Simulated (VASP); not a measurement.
Shape and ions are relaxed at each volume.

Energy against volume of HfB₂ (AlB2 type). Method: PBE GGA, VASP's PBE PAW potentials (set 64) (plane waves; VASP).

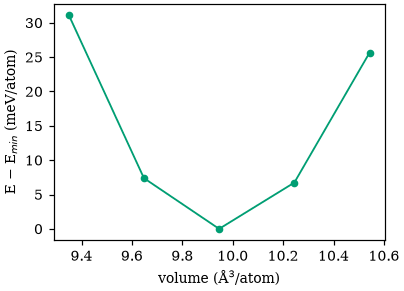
Figure: Energy against volume

Task: Estimate the equilibrium volume and the bulk modulus.

Result: The minimum lies near 9.9 Å³/atom, and the curvature gives B0 of about 250 GPa.

The compound is HfB2 in the AlB2 type structure. It was relaxed first.
